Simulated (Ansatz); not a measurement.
```xyz
6

Al   -1.0259    0.4530   -0.7913
Al    1.0331   -0.1623    0.6829
Br    1.0503   -2.2970    1.5212
H    -2.1850   -0.6221   -1.0696
H    -1.1794    1.9129   -1.4479
H     2.3069    0.7155    1.1048
```

The calculation used Ansatz 0.2.0, RKS PBE-D4/def2-SVP.

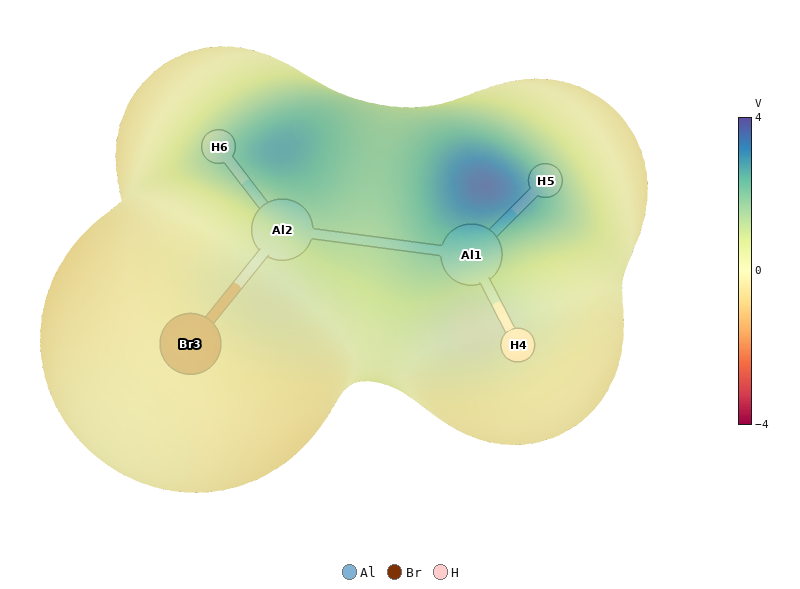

Al₂BrH₃. The molecular electrostatic potential painted on the density surface at 0.002 e/bohr³, seen at a tilt; red is negative and blue positive.

Q: Which sites attract a positive test charge, and which a negative one?

A: A positive charge is drawn to the negative regions and a negative charge to the positive ones. The most negative region (about −0.6 V) lies over Br3, the most positive (about +3.5 V) over Al1.
